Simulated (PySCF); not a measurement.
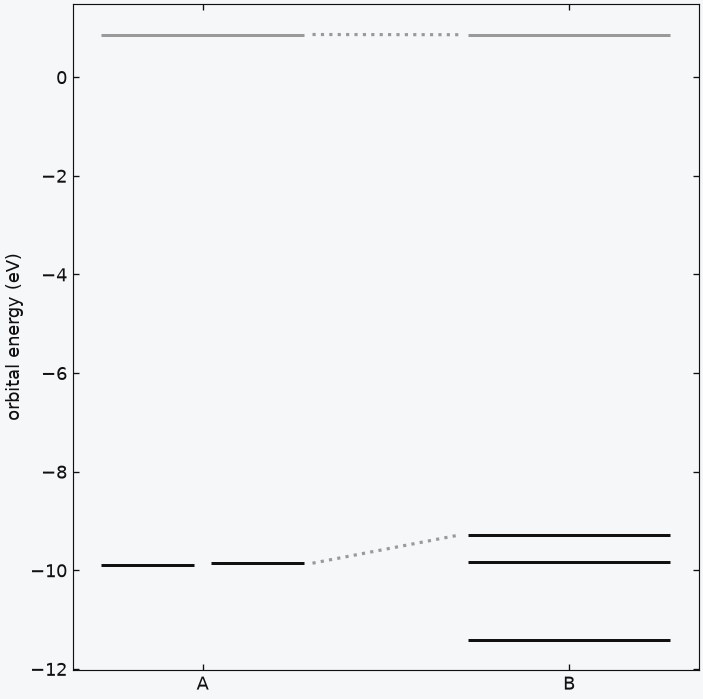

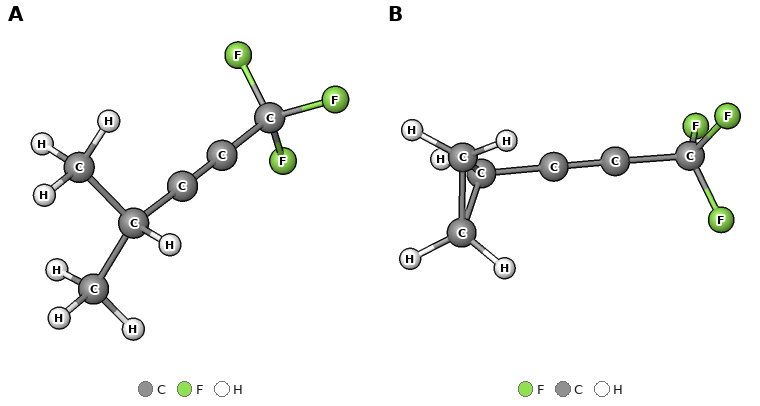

Related molecules: A is C₆H₇F₃, SMILES CC(C)C#CC(F)(F)F; B is C₆H₅F₃, SMILES FC(F)(F)C#CC1CC1. Frontier orbital energies, CAM-B3LYP/def2-SVPD in PySCF, at a PBE0-D3(BJ)/def2-SVP geometry (no frequency check); drawn are at most three filled levels and, in grey, the LUMO with any level within 0.03 eV of it; dotted lines join the HOMOs and the LUMOs.

What does the change do to the frontier levels?

From A to B the HOMO rises by 0.57 eV and the LUMO hardly moves, so the separation goes from 10.72 to 10.15 eV.

Does the ΔSCF ionisation energy follow the HOMO?

A: −ε(HOMO) 9.86, ΔSCF 10.73 eV; B: −ε(HOMO) 9.29, ΔSCF 10.10 eV.

Limits of at least one run: empty levels above zero depend strongly on the basis.
